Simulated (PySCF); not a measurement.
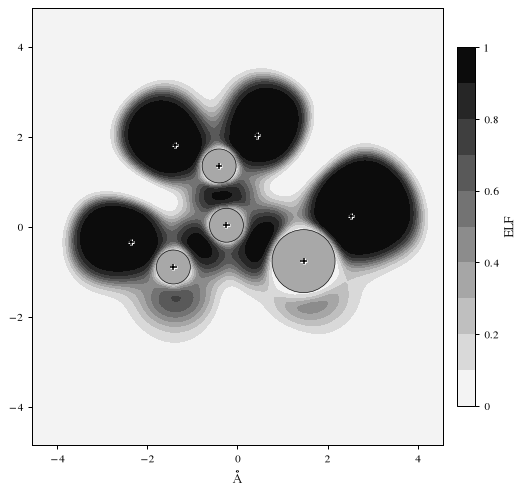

The ELF on a plane through atoms (crosses mark nuclei in the plane; grey discs cover the cores).

Level of theory: PySCF, wB97X-D/def2-SVPD, SCF density, gas phase.

Candidates:
A. C$_{5}$H$_{8}$GeO (SMILES CC#[C][GeH2][C](C)=O)
B. C$_{4}$H$_{9}$FSi (SMILES C=C(C)[SiH2]CF)

Which candidate gave the map?

Answer. Candidate B: C$_{4}$H$_{9}$FSi on the plane of atoms C3, C2 and Si4, which holds C, Si and H. C–C (1.33 Å): the ELF peaks at about 0.90 between the atoms; a short, multiple covalent bond. C–Si (1.89 Å): the ELF peaks at about 1 between the atoms; localised, covalent bonding.
